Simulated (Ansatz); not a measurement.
# CH$_{7}$BFN: nudged elastic band (part 2 of 2)

The same run, continued: CH$_{7}$BFN; RKS B3LYP/6-31G* (Ansatz 0.2.0). It belongs to a series of runs on one base structure; here: band between the two ends.

Geometry of the input (Å):
```
B  -0.1171  -0.2151  -0.1841
H  -0.2069  -0.4562  1.0003
C  1.2889  0.0225  -0.8466
H  1.9653  -0.8227  -0.6581
H  1.2515  0.1921  -1.9300
H  1.7576  0.9009  -0.3816
N  -1.3221  -0.1832  -0.8831
H  -2.2250  -0.3157  -0.4491
H  -1.3772  0.0027  -1.8764
F  0.1971  2.0902  1.5354
H  0.0313  1.1683  1.6127
```

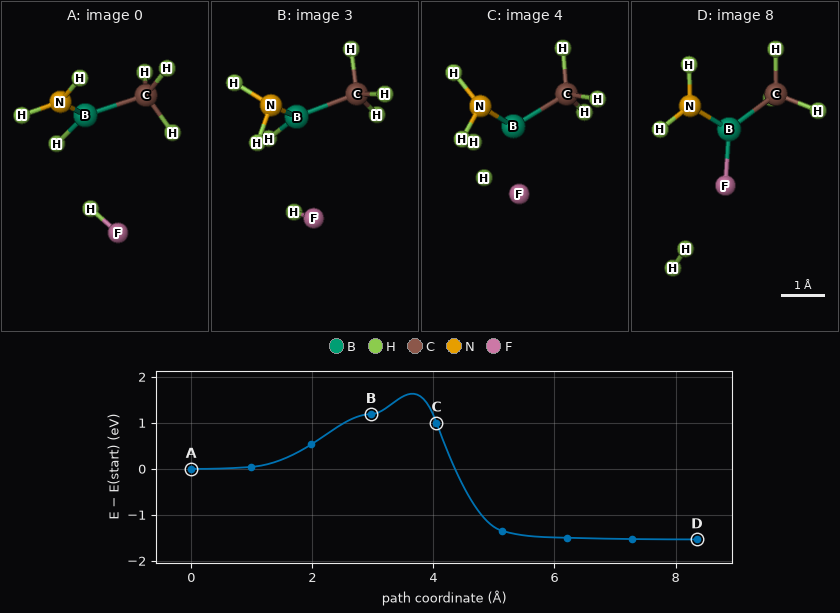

**Figure 1.** Images of the last band (counted from 0; ball-and-stick, seen at a tilt) above the energy along the path; the line is a cubic interpolation that uses the forces. The highest image is number 3, 1.192 eV above the start and 2.724 eV above the end (the climbing image); the end lies 1.533 eV below the start. The path is 8.36 Å long. The band converged in 28 iterations.

```
Total energy: -6034.23923100 eV, -221.7542015852 hartree
Atom 0 at    -0.019721    -0.116139    -0.137674 Å, force    -0.002557     0.004528    -0.029029 eV/Å
Atom 1 at    -0.129322    -0.271146     1.072356 Å, force     0.000883    -0.016777     0.012909 eV/Å
Atom 2 at     1.420903    -0.071703    -0.746008 Å, force    -0.004810     0.022697     0.007706 eV/Å
Atom 3 at     1.672565    -1.108205    -1.032320 Å, force    -0.004328    -0.001471     0.002467 eV/Å
Atom 4 at     1.457866     0.513607    -1.671401 Å, force     0.001603    -0.001569    -0.002853 eV/Å
Atom 5 at     2.205023     0.262466    -0.058064 Å, force    -0.000285     0.000026    -0.000799 eV/Å
Atom 6 at    -1.211333    -0.163391    -1.006981 Å, force     0.010162    -0.017718     0.007568 eV/Å
Atom 7 at    -1.729928    -1.026409    -0.823465 Å, force    -0.008209     0.007930     0.020476 eV/Å
Atom 8 at    -1.854378     0.572243    -0.704944 Å, force     0.008609     0.013571    -0.017349 eV/Å
Atom 9 at    -0.343869     2.193074     0.664185 Å, force    -0.004271     0.011212    -0.023971 eV/Å
Atom 10 at    -0.224504     1.599401     1.383916 Å, force     0.003203    -0.022430     0.022875 eV/Å
Dipole moment:    -0.106658    -0.180163     0.411644 e Å
this run last wrote the band of iteration 28 to [file]; this run last wrote the band within `neb.f_tol` of iteration 22 to [file]
```

### The last band as extended XYZ (Å, eV, eV/Å)
```
11
Properties=species:S:1:pos:R:3:forces:R:3 image=0 energy=-6035.43060
B    -0.1171   -0.2151   -0.1841   -0.0039   0.0166  -0.0146
H    -0.2069   -0.4562    1.0003    0.0016  -0.0096   0.0127
C     1.2889    0.0225   -0.8466    0.0120  -0.0055  -0.0011
H     1.9653   -0.8227   -0.6581   -0.0084   0.0134  -0.0016
H     1.2515    0.1921   -1.9300    0.0008  -0.0007   0.0114
H     1.7576    0.9009   -0.3816   -0.0091  -0.0147  -0.0076
N    -1.3221   -0.1832   -0.8831    0.0052  -0.0056   0.0053
H    -2.2250   -0.3157   -0.4491    0.0007  -0.0022  -0.0040
H    -1.3772    0.0027   -1.8764    0.0002   0.0037   0.0019
F     0.1971    2.0902    1.5354    0.0018   0.0062   0.0048
H     0.0313    1.1683    1.6127   -0.0009  -0.0017  -0.0073
11
Properties=species:S:1:pos:R:3:forces:R:3 image=1 energy=-6035.38708
B    -0.0424   -0.2409   -0.1262   -0.0006  -0.0013  -0.0027
H    -0.0898   -0.5503    1.0446   -0.0062   0.0126   0.0025
C     1.3450   -0.0068   -0.8311   -0.0025  -0.0051  -0.0086
H     1.8130   -0.9817   -1.0352    0.0170   0.0062   0.0106
H     1.2789    0.5291   -1.7858   -0.0176  -0.0121  -0.0127
H     2.0421    0.5382   -0.1843   -0.0168   0.0295  -0.0105
N    -1.2708   -0.1848   -0.7838   -0.0033   0.0017   0.0092
H    -2.1514   -0.3864   -0.3319   -0.0202   0.0470   0.0148
H    -1.3764    0.1207   -1.7421    0.0295  -0.0560  -0.0552
F    -0.1075    2.2192    1.2189    0.0205   0.0021   0.0465
H    -0.1973    1.3275    1.4966    0.0002  -0.0246   0.0060
11
Properties=species:S:1:pos:R:3:forces:R:3 image=2 energy=-6034.89844
B    -0.0109   -0.2273   -0.1132   -0.0005  -0.1173   0.0185
H    -0.0434   -0.6114    1.0361    0.0831  -0.3356  -0.0284
C     1.3947    0.0046   -0.7729   -0.0260   0.0741  -0.0156
H     1.6879   -1.0197   -1.0714    0.0280   0.0813  -0.0019
H     1.4167    0.6082   -1.6857   -0.0328   0.0755  -0.0089
H     2.1755    0.3448   -0.0843   -0.0337   0.0994  -0.0110
N    -1.2457   -0.2407   -0.8047   -0.0252  -0.0947   0.2246
H    -2.0042   -0.7925   -0.4377   -0.2813   0.2332   0.4238
H    -1.5941    0.5385   -1.3379    0.2797  -0.0544  -0.6991
F    -0.3032    2.2311    0.7868    0.0312   0.0582   0.0863
H    -0.2300    1.5482    1.4245   -0.0224  -0.0197   0.0117
11
Properties=species:S:1:pos:R:3:forces:R:3 image=3 energy=-6034.23904
B    -0.0197   -0.1161   -0.1377   -0.0026   0.0045  -0.0290
H    -0.1293   -0.2711    1.0724    0.0009  -0.0168   0.0129
C     1.4209   -0.0717   -0.7460   -0.0048   0.0227   0.0077
H     1.6726   -1.1082   -1.0323   -0.0043  -0.0015   0.0025
H     1.4579    0.5136   -1.6714    0.0016  -0.0016  -0.0029
H     2.2050    0.2625   -0.0581   -0.0003   0.0000  -0.0008
N    -1.2113   -0.1634   -1.0070    0.0102  -0.0177   0.0076
H    -1.7299   -1.0264   -0.8235   -0.0082   0.0079   0.0205
H    -1.8544    0.5722   -0.7049    0.0086   0.0136  -0.0173
F    -0.3439    2.1931    0.6642   -0.0043   0.0112  -0.0240
H    -0.2245    1.5994    1.3839    0.0032  -0.0224   0.0229
11
Properties=species:S:1:pos:R:3:forces:R:3 image=4 energy=-6034.42464
B    -0.0502    0.3495   -0.2202   -0.1371   2.0399  -0.3254
H    -0.1270    0.0452    1.3370   -0.0137   1.4174   1.1379
C     1.4017   -0.0372   -0.7153   -0.0686   0.1161   0.1527
H     1.5888   -1.0846   -0.9979   -0.3305   0.0713   0.2021
H     1.4884    0.5339   -1.6537    0.1438   0.0380   0.0807
H     2.2116    0.2782   -0.0531    0.0253   0.0718   0.0478
N    -1.2447   -0.0836   -0.8644   -0.1483   0.2999   0.5617
H    -1.6226   -1.0248   -0.8721    0.4470  -0.0040  -0.1869
H    -1.9783    0.5850   -0.6888   -0.4922   0.0463   0.0357
F    -0.2491    1.8751    0.2696    0.3868  -1.3119  -1.7562
H    -0.1753    0.9469    1.3986    0.1874  -2.7848   0.0498
11
Properties=species:S:1:pos:R:3:forces:R:3 image=5 energy=-6036.77208
B    -0.0708    0.6031   -0.5592   -0.0089   0.1191  -0.1585
H    -0.1467    0.0226    1.8631   -0.0111  -0.0068   0.2388
C     1.3654    0.0173   -0.8333   -0.0159   0.0217  -0.0539
H     1.4155   -1.0664   -0.9860   -0.0825   0.0041   0.0084
H     1.7322    0.4924   -1.7532    0.1148  -0.0245  -0.0436
H     2.0777    0.2872   -0.0444   -0.0616  -0.0011   0.0062
N    -1.2892   -0.0472   -0.8052   -0.0212   0.0168   0.0252
H    -1.4037   -1.0179   -1.0521    0.0982   0.0075  -0.0819
H    -2.1573    0.4427   -0.6398   -0.0823  -0.0590   0.0206
F    -0.1669    1.8867   -0.1224    0.0423   0.0051  -0.1770
H    -0.1127    0.7632    1.8722    0.0284  -0.0829   0.2156
11
Properties=species:S:1:pos:R:3:forces:R:3 image=6 energy=-6036.92735
B    -0.0853    0.5887   -0.6806   -0.0019   0.0034  -0.0029
H    -0.1101    0.2694    2.6619    0.0006   0.0095   0.0311
C     1.3499    0.0143   -0.9878    0.0011  -0.0014  -0.0049
H     1.3481   -1.0352   -1.3020   -0.0033   0.0004  -0.0114
H     1.8347    0.5991   -1.7808    0.0046   0.0029  -0.0016
H     1.9957    0.1022   -0.1051   -0.0031  -0.0076  -0.0026
N    -1.2810   -0.1034   -0.9231    0.0023  -0.0042  -0.0068
H    -1.3136   -1.0374   -1.3024    0.0017  -0.0001  -0.0098
H    -2.1871    0.2917   -0.7114   -0.0013  -0.0040  -0.0031
F    -0.1914    1.8296   -0.1472   -0.0003  -0.0029  -0.0015
H    -0.1164    0.8647    2.2181   -0.0004   0.0041   0.0134
11
Properties=species:S:1:pos:R:3:forces:R:3 image=7 energy=-6036.95528
B    -0.0973    0.4695   -0.6844   -0.0007  -0.0005  -0.0010
H    -0.0878    0.7173    3.1820   -0.0002   0.0070   0.0079
C     1.3499   -0.0084   -1.0850   -0.0003  -0.0010  -0.0008
H     1.3623   -0.9350   -1.6693    0.0000   0.0010  -0.0055
H     1.8620    0.7652   -1.6722    0.0005   0.0022   0.0009
H     1.9632   -0.1668   -0.1886    0.0000  -0.0043  -0.0017
N    -1.2779   -0.1770   -1.0784   -0.0001  -0.0030  -0.0032
H    -1.2886   -1.0079   -1.6501    0.0004   0.0007  -0.0048
H    -2.1940    0.1513   -0.8044    0.0006  -0.0004  -0.0001
F    -0.2298    1.5722    0.0930    0.0000  -0.0040   0.0040
H    -0.1186    1.0035    2.4970   -0.0001   0.0024   0.0043
11
Properties=species:S:1:pos:R:3:forces:R:3 image=8 energy=-6036.96318
B    -0.1008    0.3147   -0.6687    0.0016  -0.0018  -0.0010
H    -0.0952    1.1628    3.5437   -0.0001   0.0001  -0.0048
C     1.3516   -0.0316   -1.1729   -0.0111   0.0038   0.0011
H     1.3709   -0.7459   -2.0030    0.0005  -0.0035  -0.0045
H     1.8723    0.8778   -1.4995    0.0036   0.0038  -0.0012
H     1.9521   -0.4502   -0.3552    0.0054  -0.0035   0.0056
N    -1.2732   -0.2289   -1.2137   -0.0024  -0.0048  -0.0050
H    -1.2735   -0.8877   -1.9779   -0.0008   0.0077   0.0083
H    -2.1934    0.0101   -0.8698    0.0033  -0.0024  -0.0026
F    -0.2468    1.1903    0.3557   -0.0003   0.0006  -0.0023
H    -0.1206    1.1724    2.8010    0.0003   0.0000   0.0063
```

### Key numbers

```csv
quantity,value
outcome,converged
"barrier, forward",1.192 eV
"barrier, backward",2.724 eV
hardware,"1 thread of Arm Neoverse V2, 24 GiB of memory available, shared host"
wall time,7 min
peak memory,0.16 GiB
```

### Remarks

The order of the saddle point was not checked.
